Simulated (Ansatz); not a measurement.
**FHOS (SMILES OSF): density, localisation and related maps**

```yaml
atoms:
  - { symbol: F, position_ang: [-1.0461, -0.7374, 0.2045] }
  - { symbol: O, position_ang: [0.8217, 0.7175, -0.6891] }
  - { symbol: S, position_ang: [-0.2402, 0.6452, 0.5427] }
  - { symbol: H, position_ang: [1.6014, 0.1867, -0.4675] }
```

Geometry: PBE0-D3(BJ)/def2-SVP.

Computed with isolated molecule in a Gaussian basis; Kohn-Sham density functional theory, functional PBE0 in Ansatz 0.2.0.

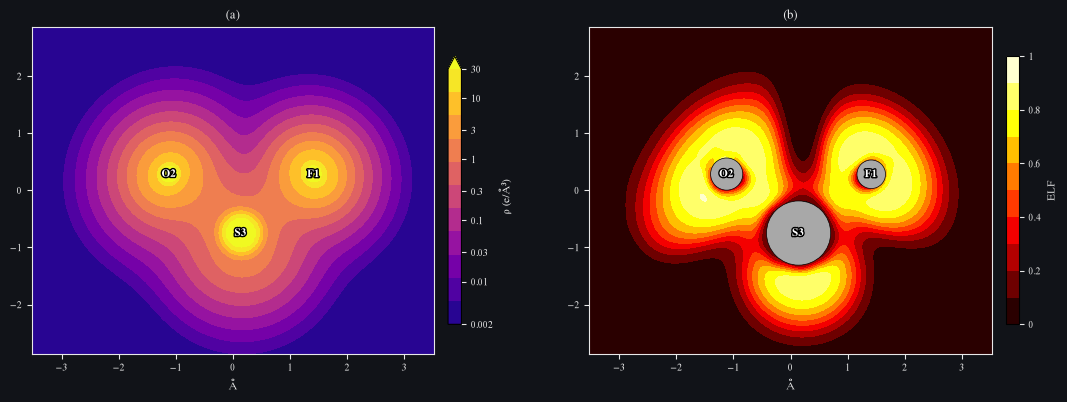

Figure 1. (a) electron density; (b) ELF on the plane of atoms F1, S3 and O2. Grey discs cover the atomic cores in the ELF map.

Question: What do the fields say about this system?

Answer: The plane passes through F, O and S nuclei.
S–O (1.63 Å): the density is about 1.6 e/Å³ at the midpoint; the ELF peaks at about 0.85 between the atoms: a shared but strongly polarised pair.
S–F (1.64 Å): ρ is about 1.4 e/Å³ halfway; the ELF peaks at about 0.80 between the atoms: a polar covalent bond.
The ELF also peaks beside S3, O2 and F1, away from the bonds: lone-pair regions.

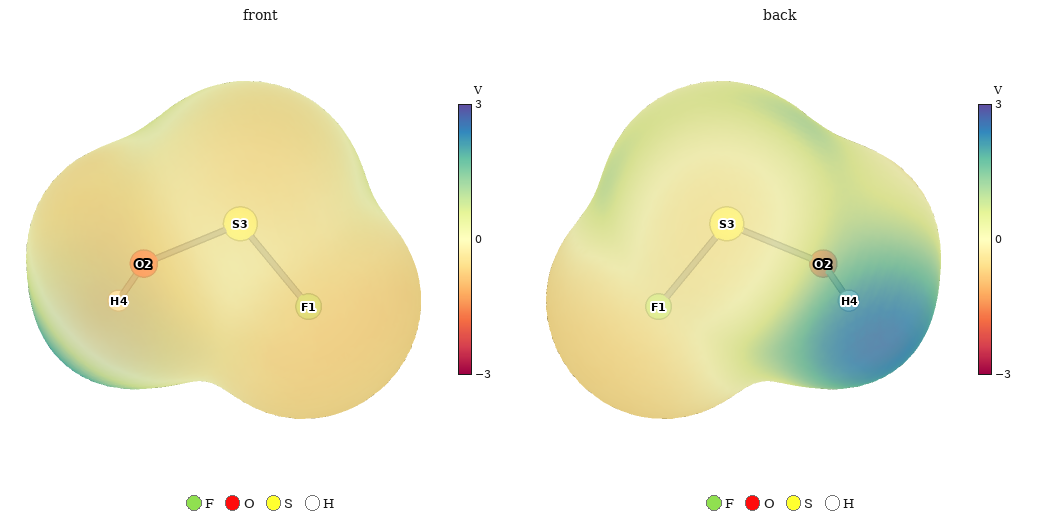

Figure 2. The electrostatic potential painted on the density surface at 0.001 e/bohr³, seen from the front and from behind; the colour scale runs from red (negative) to blue (positive).

Question: Which sites attract a positive test charge, and which a negative one?

Answer: A positive charge is drawn to the negative regions and a negative charge to the positive ones. The most negative region (about −0.7 V) lies over F1 and O2, the most positive (about +2.5 V) over H4.

Question: What dipole moment does the calculation give?

Answer: Its dipole moment is 1.93 D.

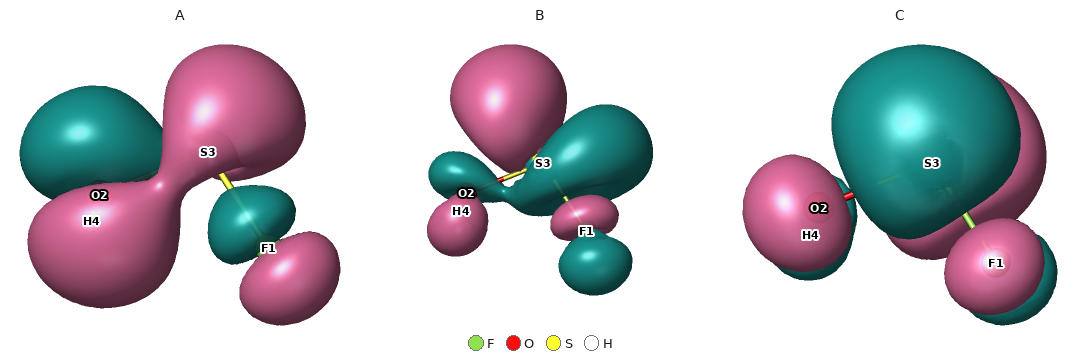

Figure 3. Three frontier orbitals at ±0.08 Å⁻³ᐟ² (teal and pink are the two phases), in no order.

Question: Which picture is the HOMO−1, the HOMO and the LUMO?

Answer: A is the HOMO−1 (−10.65 eV). It lies mainly on O2 (about 60 %), S3 (about 20 %) and F1 (about 15 %). C is the HOMO (−7.01 eV). By Hirshfeld shares it lies mainly on S3 (about 75 %), F1 (about 10 %) and O2 (about 10 %); largely a lone pair of S3. B is the LUMO (−1.19 eV). It lies mainly on S3 (about 70 %), F1 (about 15 %) and O2 (about 10 %).

Question: What is the HOMO–LUMO gap?

Answer: 5.82 eV between the orbital energies.
